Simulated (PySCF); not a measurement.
**C₂H₃Br₂Ga: electronic excitations**

Wanted: the electronic excitations of C₂H₃Br₂Ga (`Br/C=[CH]/[GaH][Br]`), by calculation.

The runs use PySCF 2.14.0, with density-fitted response routines of our own; the level of theory stands in each step. All values are computed, except where a source is named. Atoms count from 0, in the outputs and in this text.

### Step 1. The molecule as given

8 atoms, charge 0, multiplicity 1; geometry from: GFN2-xTB.

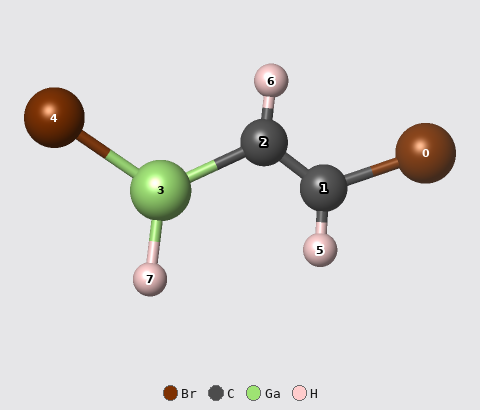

As it starts; bromine brown, carbon dark grey, gallium green, hydrogen pink, atoms numbered.

### Step 2. Excited states and response: CAM-B3LYP/def2-SVPD

Job settings and geometry (Å):

```
{"job": {"kind": "uv", "xc": "CAM-B3LYP", "basis": "def2-SVPD", "nstates": 8, "ntriplets": 3}, "charge": 0, "multiplicity": 1}
Br     3.196521     0.017938    -0.179984
C      1.326473    -0.349794    -0.229444
C      0.392621     0.493159     0.182478
Ga    -1.534093    -0.082949     0.049510
Br    -3.222727     1.280238     0.730762
H      1.118366    -1.332495    -0.634969
H      0.665139     1.469349     0.581640
H     -1.933243    -1.486034    -0.524559
```

Method: TDDFT CAM-B3LYP/def2-SVPD, vertical, gas phase, core orbitals frozen in the response.

Command:

```console
OMP_NUM_THREADS=1 python probes_run.py task.json out
```

This one command runs all jobs of the session in turn.

Predict these results of the whole session: lowest singlet (CAM-B3LYP/def2-SVPD); brightest single state of those computed; lowest triplet; surface potential, least and greatest.

**Answer**, as computed:

| quantity | value |
| --- | --- |
| lowest singlet (CAM-B3LYP/def2-SVPD) | 4.96 eV (250 nm), f = 0.000 |
| brightest single state of those computed | state 2, 5.32 eV, f = 0.284 |
| lowest triplet | 3.88 eV |
| surface potential, least and greatest | -0.43 V and 2.61 V |

What this shows: The first singlet state (HOMO−1→LUMO 0.91) lies at 4.96 eV and is dark; of the 8 states computed, the strongest absorption comes from state 2 at 5.32 eV. The lowest triplet lies 1.09 eV below the lowest singlet (triplets in Tamm-Dancoff, singlets in full TDDFT). At CAM-B3LYP/def2-SVPD, counted by nearest atom on the grid, the HOMO lies on Br0 52 %; C2 25 %, the LUMO on Ga3 48 %; C1 14 %.
